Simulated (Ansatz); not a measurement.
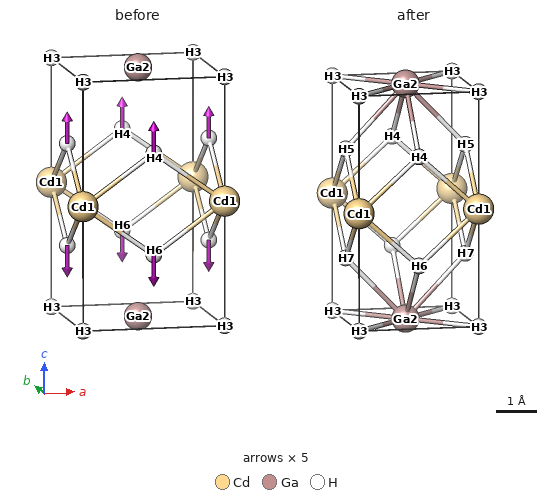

The structure of solid CdGaH$_{5}$ (built on the SiSnPd5-123 type type) before (left) and after (right) a relaxation, at one scale. The purple arrows give the displacements (the part carried along by the change of the cell is left out), magnified 5 times.

The picture is a ball-and-stick view of the cell of the calculation, seen slightly off an axis.

All numbers below come from DFT, PBEsol, plane waves, PAW in Ansatz 0.2.0.

The input:
```yaml
crystal:
  lattice:
    - [3.63685026, 0.0, 0.0]
    - [0.0, 3.63685026, 0.0]
    - [0.0, 0.0, 6.33679365]
  atoms:
    - { symbol: Cd, position: [0.0, 0.0, 0.5] }
    - { symbol: Ga, position: [0.5, 0.5, 0.0] }
    - { symbol: H, position: [0.0, 0.0, 0.0] }
    - { symbol: H, position: [0.5, 0.0, 0.70478515] }
    - { symbol: H, position: [0.0, 0.5, 0.70478515] }
    - { symbol: H, position: [0.5, 0.0, 0.29521485] }
    - { symbol: H, position: [0.0, 0.5, 0.29521485] }
kpoints:
  mp_grid: { grid: [6, 6, 4] }
hamiltonian:
  xc: pbesol
scf:
  occupations: { method: fermi_dirac, width: 0.03 }
relax:
  f_tol: 0.01
  cell: {}
  max_steps: 120
output:
  write_density: true
  write_potential: true
  elf: true
  volumetric_format: npy
```

Run as
```bash
ansatz run input.yaml --threads 4 --pin off --max-ram 4608MiB --backend cpu --events-out ev --progress --plain --runs-dir out
```

### Describe what moved and what it gained.

The largest moves relative to the cell, 0.16 Å, are those of H4, H5, H6 and H7. H6 goes along −c. Ga and Cd stay in place. The drawn cell changes as follows: a = b 3.637 → 3.073 Å (−15.5 %), c 6.337 → 5.978 Å (−5.7 %); the volume changes by −32.6 %. Among the contacts that change: Ga2–H3 2.572 → 2.173 Å, Ga2–H4 2.609 → 2.219 Å, Cd1–H4 2.234 → 2.071 Å. The space group stays P4/mmm (No. 123). After 10 accepted moves (12 points after the start) the energy has fallen by 225 meV per atom. The largest force component goes from 0.23 to 0.00068 eV/Å. Pressure: −12.28 GPa at the start and 0.01 GPa at the end. The SCF was repeated twice at an unchanged geometry on a basis and grid sized afresh for the cell, which shifted the energy by 1.3 meV per atom at most. The run took 12 s on 4 threads of Arm Neoverse V2, with other jobs on the host, peak memory 0.43 GiB.
